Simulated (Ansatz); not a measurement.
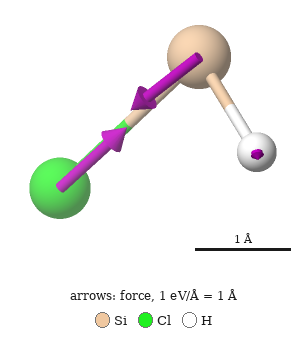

Starting geometry of SiHCl with the computed forces as purple arrows. Style: ball-and-stick. Shown from a free direction.

It is one of the separated reactants of a reaction.

The calculation used RKS PBE0-D4/def2-TZVP (Ansatz 0.2.0).

The input:
```yaml
crystal:
  periodic: [false, false, false]
  atoms:
    - {symbol: Si, position_ang: [-0.695792, 0.769798, 0.713718]}
    - {symbol: Cl, position_ang: [0.606374, 1.820540, -0.640463]}
    - {symbol: H, position_ang: [-1.706810, 0.401217, -0.362227]}
basis:
  gaussian: {orbitals: def2-TZVP}
hamiltonian: {xc: pbe0, dispersion: d4}
relax: {f_tol: 0.005, max_steps: 200}
```

Launched with:
```bash
ansatz run in.yaml --threads 2 --pin off --events-out ev --progress --plain --max-ram 4352MiB
```

What follows when this structure is relaxed?

Answer. It isn't relaxed: the largest force vector, on Cl2, is 1.03 eV/Å. The atoms end up moving mostly along the starting forces (cosine between the two patterns 0.96). The energy falls by 0.041 eV in 3 geometry steps. Largest force component: 0.68 eV/Å at the start, 0.0041 eV/Å at the end. The largest move after the best rigid fit is that of Cl2, 0.044 Å. By element the largest moves are Cl 0.044 Å, Si 0.033 Å, H 0.011 Å. Some distances before and after: Si1–Cl2 2.153 → 2.077 Å, Si1–H3 1.522 → 1.529 Å.
